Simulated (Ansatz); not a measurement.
# SiH3 (doublet): one geometry, many settings at distance H1–H2 along a hydrogen transfer = 0.890 Å

Aim: run SiH3 (doublet) at one geometry under a spread of methods and options, and see what each costs and gives.

The runs use Ansatz 0.2.0, Gaussian basis; the settings change from run to run.

7 further runs of the same task are left out: 1 for a mislabelled method, 6 that didn't finish.

## Step 1: The geometry

The geometry derives from fragments relaxed apart (PBE0/def2-TZVP) and kept rigid, so it is no stationary point. A hydrogen atom is moved between rigid fragments.

4 atoms, charge 0, spin multiplicity 2.

Atoms are counted from 1 here; the program's logs count them from 0.

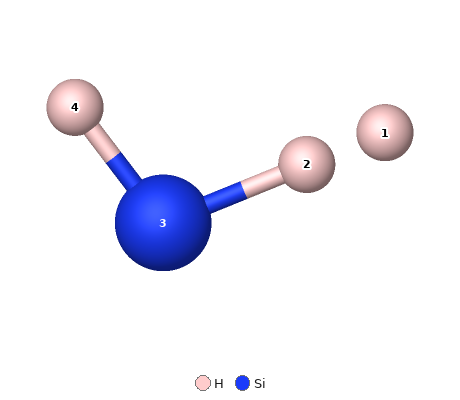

The structure; hydrogen pink, silicon blue; atoms are numbered from 1 in the order of the file.

## Step 2: CASCI(1,8)/6-31G

Input file in.yaml:

```yaml
crystal:
  periodic: [false, false, false]
  atoms:
    - {symbol: H, position_ang: [-2.402126, 0.047936, 0.000000]}
    - {symbol: H, position_ang: [-1.512126, 0.047936, 0.000000]}
    - {symbol: Si, position_ang: [0.121874, 0.047936, 0.000000]}
    - {symbol: H, position_ang: [0.518309, -1.431577, 0.000000]}
basis:
  gaussian: {orbitals: 6-31G}
magnetization: {spin_polarized: false, initial_magnetization: 1}
correlation: {active_space: {window: {electrons: 1, orbitals: 8}, fixed_orbitals: true, states: [{multiplicity: 2, weights: [0.5, 1, 1]}], root: 0}}
scf: {lower_state_search: off}
```

Launch:

```console
$ ansatz run in.yaml --threads 1 --pin off --events-out ev --progress --plain --max-ram 2393MiB
```

Output:

```text
Functional definition: HF
  name "HF"
  cite "Fock, Z. Phys. 61, 126 (1930) doi:10.1007/BF01340294"
  parent pbe
  exchange = exact_x
  correlation = 0
these checks for a lower state are left out or cut short: stability, starts, cluster_reference, orbital_swaps, neighbouring_geometries, increment
389 factors; integrals over basis functions are off by at most 8.0e-8 eV
mean field evaluation 1: about -7903.6909 eV, gradient 8.4e0 eV
mean field evaluation 2: about -7903.6909 eV, gradient 8.4e0 eV
mean field evaluation 4: about -7904.1377 eV, gradient 3.5e-1 eV
mean field evaluation 8: about -7904.1388 eV, gradient 1.1e-4 eV
mean field -7904.13883465 eV, -290.4717445556 hartree, gradient 1.1e-6 eV, S^2 0.750000; 0 other end points of the search recorded, 0 dependent functions left out
reference -7904.13883465 eV, -290.4717445556 hartree; 9, 8 occupied and 10, 11 virtual orbitals, 389 factors
state -7904.13883465 eV, -290.4717445556 hartree
state -7903.37756964 eV, -290.4437685824 hartree
state -7898.13185535 eV, -290.2509921381 hartree
Total energy: -7904.13883465 eV, -290.4717445556 hartree
Checks for a lower state left out: stability, starts, cluster_reference, orbital_swaps, neighbouring_geometries, increment
```

Run time: 0.12 s. Hardware: 1 thread of Intel Xeon Platinum 8375C at 2.90GHz, shared host.

From the report: 2 determinants; active occupations (of the averaged states) 0.40, 0.40, 0.20, 0.00, 0.00, 0.00, 0.00, 0.00. With so small a space the active step adds no correlation: the energy is the mean field's.

## Step 3: HF/6-31G*

Input file in.yaml:

```yaml
crystal:
  periodic: [false, false, false]
  atoms:
    - {symbol: H, position_ang: [-2.402126, 0.047936, 0.000000]}
    - {symbol: H, position_ang: [-1.512126, 0.047936, 0.000000]}
    - {symbol: Si, position_ang: [0.121874, 0.047936, 0.000000]}
    - {symbol: H, position_ang: [0.518309, -1.431577, 0.000000]}
basis:
  gaussian: {orbitals: "6-31G*"}
magnetization: {spin_polarized: true, initial_magnetization: 1}
hamiltonian: {xc: hf}
output: {forces: true, orbitals: {seedname: orbitals}}
```

The command is unchanged.

Output (excerpt; [...] marks lines left out):

```text
Functional definition: HF
  name "HF"
  cite "Fock, Z. Phys. 61, 126 (1930) doi:10.1007/BF01340294"
  parent pbe
[...]
261 factors; integrals over basis functions are off by at most 9.8e-4 eV
[...]
mean field -7904.72920134 eV, -290.4934401312 hartree, gradient 2.6e-5 eV, S^2 0.926673; 3 other end points of the search recorded, 0 dependent functions left out
[...]
reference -7904.72920134 eV, -290.4934401312 hartree; 9, 8 occupied and 16, 17 virtual orbitals, 261 factors
Total energy: -7904.72920134 eV, -290.4934401312 hartree
Atom 0 at    -2.402126     0.047936     0.000000 Å, force     2.431886    -0.371883     0.000000 eV/Å
Atom 1 at    -1.512126     0.047936     0.000000 Å, force    -4.674238     0.270949    -0.000000 eV/Å
Atom 2 at     0.121874     0.047936     0.000000 Å, force     2.646451    -0.156274     0.000000 eV/Å
Atom 3 at     0.518309    -1.431577     0.000000 Å, force    -0.404099     0.257208    -0.000000 eV/Å
Dipole moment:    -0.233812    -0.059109     0.000000 e Å
```

Run time: 0.54 s. Hardware: 1 thread of Intel Xeon Platinum 8375C at 2.90GHz, shared host.

From the report: ⟨S²⟩ of the determinant 0.927 (pure doublet: 0.75).

## Step 4: CASCI(1,3)/def2-SVP

in.yaml, as its differences from that of step 3:

```diff
@@ -8,5 +8,4 @@
 basis:
-  gaussian: {orbitals: "6-31G*"}
-magnetization: {spin_polarized: true, initial_magnetization: 1}
-hamiltonian: {xc: hf}
-output: {forces: true, orbitals: {seedname: orbitals}}
+  gaussian: {orbitals: def2-SVP}
+magnetization: {spin_polarized: false, initial_magnetization: 1}
+correlation: {active_space: {window: {electrons: 1, orbitals: 3}, fixed_orbitals: true}}
```

The command is unchanged.

Output:

```text
Functional definition: HF
  name "HF"
  cite "Fock, Z. Phys. 61, 126 (1930) doi:10.1007/BF01340294"
  parent pbe
  exchange = exact_x
  correlation = 0
323 factors; integrals over basis functions are off by at most 1.3e-3 eV
mean field evaluation 1: about -7902.1582 eV, gradient 8.8e0 eV
mean field evaluation 2: about -7902.1582 eV, gradient 8.8e0 eV
mean field evaluation 4: about -7902.6356 eV, gradient 4.8e-1 eV
mean field evaluation 8: about -7902.6377 eV, gradient 6.3e-5 eV
mean field evaluation 16: about -7902.0891 eV, gradient 3.2e-6 eV
mean field evaluation 32: about -7902.0891 eV, gradient 3.2e-6 eV
mean field -7902.63769185 eV, -290.4165785752 hartree, gradient 1.8e-6 eV, S^2 0.750000; 6 other end points of the search recorded, 0 dependent functions left out
reference -7902.63769185 eV, -290.4165785752 hartree; 9, 8 occupied and 24, 25 virtual orbitals, 323 factors
state -7902.63769185 eV, -290.4165785752 hartree
Total energy: -7902.63769185 eV, -290.4165785752 hartree
```

Run time: 0.24 s. Hardware: 1 thread of Intel Xeon Platinum 8375C at 2.90GHz, shared host.

From the report: 1 determinant; active occupations 1.00, 0.00, 0.00. With so small a space the active step adds no correlation: the energy is the mean field's.

## Step 5: BCCD(T) on ROHF/STO-3G

in.yaml, as its differences from that of step 4:

```diff
@@ -8,4 +8,5 @@
 basis:
-  gaussian: {orbitals: def2-SVP}
+  gaussian: {orbitals: STO-3G}
 magnetization: {spin_polarized: false, initial_magnetization: 1}
-correlation: {active_space: {window: {electrons: 1, orbitals: 3}, fixed_orbitals: true}}
+correlation: {method: bccd_t, electrons: outside_noble_gas}
+accuracy: high
```

Same command.

Output (excerpt; [...] marks lines left out):

```text
Functional definition: HF
  name "HF"
  cite "Fock, Z. Phys. 61, 126 (1930) doi:10.1007/BF01340294"
  parent pbe
[...]
180 factors; integrals over basis functions are off by at most 1.9e-8 eV
[...]
mean field -7812.96930885 eV, -287.1213262794 hartree, gradient 1.9e-8 eV, S^2 0.750000; 6 other end points of the search recorded, 0 dependent functions left out
[...]
determinant -7812.96930885 eV, -287.1213262794 hartree, with singles and doubles -7814.76145671 eV, -287.1871864985 hartree
determinant -7812.75065246 eV, -287.1132908052 hartree, with singles and doubles -7814.52422134 eV, -287.1784682596 hartree
determinant -7812.96930885 eV, -287.1213262794 hartree, with singles and doubles -7814.76138805 eV, -287.1871839754 hartree
determinant -7812.75065246 eV, -287.1132908052 hartree, with singles and doubles -7814.52453061 eV, -287.1784796248 hartree
5 core orbitals not correlated: weight in the atoms' cores, before any rotation towards them, 1.000 or more for the frozen orbitals, at most 0.000 for the correlated occupied ones
reference -7812.96930885 eV, -287.1213262794 hartree; 4, 3 occupied and 3, 4 virtual orbitals, 180 factors
second order -1.09395493 eV of doubles, -0.01795156 eV of singles
cycle   1  -1.79390472 eV  change   -1.8e-3 eV  update   3.8e-3
[...]
cycle  25  -1.79204633 eV  change  -2.6e-10 eV  update  4.4e-10
perturbative correction -0.00626364 eV, -0.0002301844 hartree
Total energy: -7814.76761881 eV, -287.1874129516 hartree
```

Wall time 0.45 s (1 thread of Intel Xeon Platinum 8375C at 2.90GHz, shared host).

From the report: correlation -1.7983 eV; largest double amplitude 0.12.

## Step 6: MRCISD+Q(9,5)/6-31G

in.yaml, as its differences from that of step 5:

```diff
@@ -8,5 +8,4 @@
 basis:
-  gaussian: {orbitals: STO-3G}
+  gaussian: {orbitals: 6-31G}
 magnetization: {spin_polarized: false, initial_magnetization: 1}
-correlation: {method: bccd_t, electrons: outside_noble_gas}
-accuracy: high
+correlation: {method: fic_mrcisd_q, electrons: all, active_space: {window: {electrons: 9, orbitals: 5}}}
```

Launched as before.

Output (excerpt; [...] marks lines left out):

```text
Functional definition: HF
  name "HF"
  cite "Fock, Z. Phys. 61, 126 (1930) doi:10.1007/BF01340294"
  parent pbe
[...]
236 factors; integrals over basis functions are off by at most 7.2e-4 eV
[...]
mean field -7904.13880100 eV, -290.4717433192 hartree, gradient 1.3e-6 eV, S^2 0.750000; 6 other end points of the search recorded, 0 dependent functions left out
reference -7904.13880100 eV, -290.4717433192 hartree; 9, 8 occupied and 10, 11 virtual orbitals, 236 factors
state -7904.13880100 eV, -290.4717433192 hartree
contracted CI cycle   1: correlation 0.00000000 eV, 0.0000000000 hartree, residual 1.03e1 eV
contracted CI cycle   2: correlation -1.99659748 eV, -0.0733736039 hartree, residual 3.41e0 eV
contracted CI cycle   3: correlation -2.14341630 eV, -0.0787690960 hartree, residual 1.36e0 eV
contracted CI cycle   4: correlation -2.16744957 eV, -0.0796523026 hartree, residual 4.04e-1 eV
contracted CI cycle   5: correlation -2.17107763 eV, -0.0797856314 hartree, residual 1.61e-1 eV
contracted CI cycle   6: correlation -2.17173745 eV, -0.0798098793 hartree, residual 6.51e-2 eV
contracted CI cycle   7: correlation -2.17179977 eV, -0.0798121696 hartree, residual 2.79e-2 eV
contracted CI cycle   8: correlation -2.17180827 eV, -0.0798124819 hartree, residual 9.05e-3 eV
contracted CI cycle   9: correlation -2.17180947 eV, -0.0798125259 hartree, residual 4.04e-3 eV
contracted CI cycle  10: correlation -2.17180966 eV, -0.0798125327 hartree, residual 1.42e-3 eV
state -7904.13880100 eV, -290.4717433192 hartree; corrected -7906.47724324 eV, -290.5576794861 hartree
WARN: 4 active orbitals are nearly empty or full. The corrections depend on them more than the energy does, and are more stable in an active space without them
Total energy: -7906.47724324 eV, -290.5576794861 hartree
```

Run time: 0.87 s. Hardware: 1 thread of Intel Xeon Platinum 8375C at 2.90GHz, shared host.

From the report: 2 determinants; active occupations 2.00, 2.00, 2.00, 2.00, 1.00. The report marks this result as in doubt.

## Step 7: CASCI(1,6)/def2-SVP

in.yaml, as its differences from that of step 6:

```diff
@@ -8,4 +8,4 @@
 basis:
-  gaussian: {orbitals: 6-31G}
+  gaussian: {orbitals: def2-SVP}
 magnetization: {spin_polarized: false, initial_magnetization: 1}
-correlation: {method: fic_mrcisd_q, electrons: all, active_space: {window: {electrons: 9, orbitals: 5}}}
+correlation: {active_space: {window: {electrons: 1, orbitals: 6}, fixed_orbitals: true}}
```

Launched as before.

Output:

```text
Functional definition: HF
  name "HF"
  cite "Fock, Z. Phys. 61, 126 (1930) doi:10.1007/BF01340294"
  parent pbe
  exchange = exact_x
  correlation = 0
323 factors; integrals over basis functions are off by at most 1.3e-3 eV
mean field evaluation 1: about -7902.1582 eV, gradient 8.8e0 eV
mean field evaluation 2: about -7902.1582 eV, gradient 8.8e0 eV
mean field evaluation 4: about -7902.6356 eV, gradient 4.8e-1 eV
mean field evaluation 8: about -7902.6377 eV, gradient 6.3e-5 eV
mean field evaluation 16: about -7902.0891 eV, gradient 3.2e-6 eV
mean field evaluation 32: about -7902.0891 eV, gradient 3.2e-6 eV
mean field -7902.63769185 eV, -290.4165785752 hartree, gradient 1.8e-6 eV, S^2 0.750000; 6 other end points of the search recorded, 0 dependent functions left out
reference -7902.63769185 eV, -290.4165785752 hartree; 9, 8 occupied and 24, 25 virtual orbitals, 323 factors
state -7902.63769185 eV, -290.4165785752 hartree
Total energy: -7902.63769185 eV, -290.4165785752 hartree
```

It took 0.39 s on 1 thread of Intel Xeon Platinum 8375C at 2.90GHz, shared host.

From the report: 1 determinant; active occupations 1.00, 0.00, 0.00, 0.00, 0.00, 0.00. With so small a space the active step adds no correlation: the energy is the mean field's.

## Step 8: CCSDT(Q)/B on ROHF/6-31G

in.yaml, as its differences from that of step 7:

```diff
@@ -8,4 +8,6 @@
 basis:
-  gaussian: {orbitals: def2-SVP}
+  gaussian: {orbitals: 6-31G}
 magnetization: {spin_polarized: false, initial_magnetization: 1}
-correlation: {active_space: {window: {electrons: 1, orbitals: 6}, fixed_orbitals: true}}
+correlation: {method: ccsdt_q_b, electrons: outside_noble_gas}
+scf: {omitted_lower_state_checks: [cluster_reference]}
+output: {forces: true}
```

Same command.

Output (excerpt; [...] marks lines left out):

```text
Functional definition: HF
  name "HF"
  cite "Fock, Z. Phys. 61, 126 (1930) doi:10.1007/BF01340294"
  parent pbe
[...]
389 factors; integrals over basis functions are off by at most 8.0e-8 eV
[...]
mean field -7904.13883465 eV, -290.4717445556 hartree, gradient 1.1e-6 eV, S^2 0.750000; 6 other end points of the search recorded, 0 dependent functions left out
5 core orbitals not correlated: weight in the atoms' cores, before any rotation towards them, 1.000 or more for the frozen orbitals, at most 0.000 for the correlated occupied ones
reference -7904.13883465 eV, -290.4717445556 hartree; 4, 3 occupied and 10, 11 virtual orbitals, 389 factors
second order -1.47300624 eV of doubles, -0.02483080 eV of singles
cycle   1  -1.90852606 eV  change   -4.1e-1 eV  update   6.5e-2
[...]
cycle  19  -2.20820986 eV  change    4.8e-7 eV  update   2.9e-7
perturbative correction -0.00114164 eV, -0.0000419545 hartree
[...]
Total energy: -7906.34818615 eV, -290.5529367258 hartree
Atom 0 at    -2.402126     0.047936     0.000000 Å, force     1.964263    -0.386642    -0.000000 eV/Å
Atom 1 at    -1.512126     0.047936     0.000000 Å, force    -4.252277     0.313838     0.000000 eV/Å
Atom 2 at     0.121874     0.047936     0.000000 Å, force     2.396146     0.837347    -0.000000 eV/Å
Atom 3 at     0.518309    -1.431577     0.000000 Å, force    -0.108131    -0.764543    -0.000000 eV/Å
Dipole moment:    -0.249220    -0.082612    -0.000000 e Å
Checks for a lower state left out: cluster_reference
```

Wall time 7 s (1 thread of Intel Xeon Platinum 8375C at 2.90GHz, shared host).

From the report: correlation -2.2094 eV; T1 0.021; largest double amplitude 0.12.

## Step 9: All runs side by side

Where basis and cores are those of an earlier FCI/6-31G run (-7906.3488 eV), and the state is the same kind, the miss against it is given. † marks a result that the program doubts.

```tsv
level	correlated	functions	energy (eV)	from FCI (meV)	time
CASCI(1,8)/6-31G (lowest root of an average)		19	-7904.1388		0.12 s
HF/6-31G*		25	-7904.7292		0.54 s
CASCI(1,3)/def2-SVP		33	-7902.6377		0.24 s
BCCD(T) on ROHF/STO-3G	outside noble gas	12	-7814.7676		0.45 s
MRCISD+Q(9,5)/6-31G †	all	19	-7906.4772		0.87 s
CASCI(1,6)/def2-SVP		33	-7902.6377		0.39 s
CCSDT(Q)/B on ROHF/6-31G	outside noble gas	19	-7906.3482	0.6	7 s
```

## Step 10: Results

```
quantity                                                 value
    runs                                                     7
quickest  CASCI(1,8)/6-31G (lowest root of an average), 0.12 s
 slowest                         CCSDT(Q)/B on ROHF/6-31G, 7 s
```

In words: Total energies in different bases, with other cores or another treatment of relativity can't be set against each other. CCSDT(Q)/B on ROHF/6-31G took 58 times as long as CASCI(1,8)/6-31G (lowest root of an average); the jobs differ in more than the method.
